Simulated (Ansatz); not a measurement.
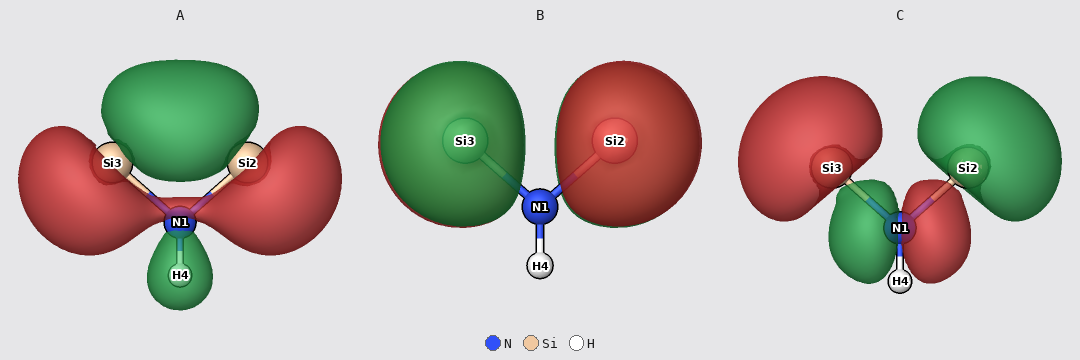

The picture shows: HNSi$_{2}$ (charge +1, doublet). Three frontier orbitals at ±0.08 Å⁻³ᐟ² (green and red are the two phases), in no order.

Geometry: B3LYP/6-31G*.

Computed with isolated molecule in a Gaussian basis; Kohn-Sham density functional theory, functional PBE0 in Ansatz.

```xyz
4

N    -0.1421    0.1221    0.5672
Si   -1.5053   -0.7611   -0.0650
Si    0.5294    0.6043   -0.9672
H     0.1651    0.3000    1.5294
```

**Order the three orbitals by energy and name them. All are α orbitals.**

C is the HOMO−1 (α) (−13.97 eV). By Hirshfeld shares it lies mainly on Si2 (about 40 %), Si3 (about 40 %) and N1 (about 25 %); it is symmetric in the molecular plane (an in-plane orbital: σ, lone-pair or in-plane π type). A is the HOMO (α) (−12.02 eV). It lies mainly on Si2 (about 45 %), Si3 (about 45 %) and N1 (about 5 %); it is symmetric in the molecular plane (an in-plane orbital: σ, lone-pair or in-plane π type). B is the LUMO (α) (−7.88 eV). It lies mainly on Si2 (about 45 %) and Si3 (about 45 %); it changes sign across the molecular plane (π type).

**What is the gap between the highest occupied and lowest empty α orbitals?**

4.14 eV between the orbital energies.
